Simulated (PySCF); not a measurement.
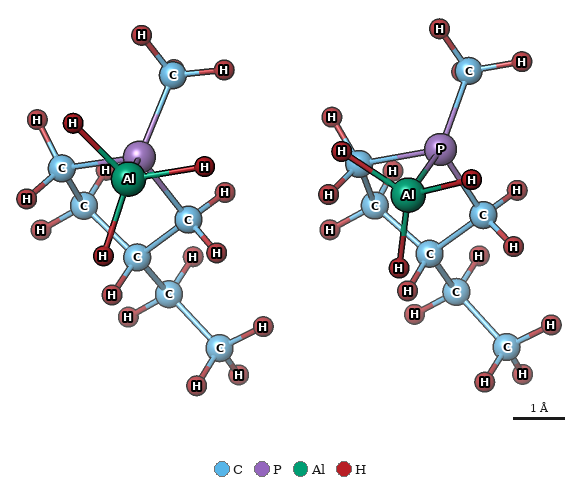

Two geometries of C₇H₁₈AlP, drawn at one scale. One is the start of a relaxation, the other its converged end. Style: ball-and-stick. Shown from a free direction.

The calculation used PySCF, PBE0-D3(BJ)/def2-SVP geometry optimisation, gas phase. 

**Which geometry has the lower energy?**

The left one is the relaxed one. The start comes from GFN2-xTB. Its atoms were then displaced at random by about 0.01 Å. The energy falls by 40.7 kJ/mol in 12 geometry steps. The largest move after the best rigid fit is that of an H atom, 0.81 Å. By element the largest moves are H 0.81 Å, Al 0.42 Å, C 0.31 Å, P 0.27 Å. Among the contacts that change: C–H 1.061 → 1.100 Å, Al–H 1.571 → 1.609 Å, C–C 1.501 → 1.531 Å, C–C 1.554 → 1.526 Å. Bond angles that change, for instance: C–P–Al 141.2° → 117.2°, C–P–Al 96.9° → 115.8°, Al–P–C 109.8° → 116.2°. Cost: 5.6 min on 1 thread of Intel(R) Xeon(R) Platinum 8488C (shared host).
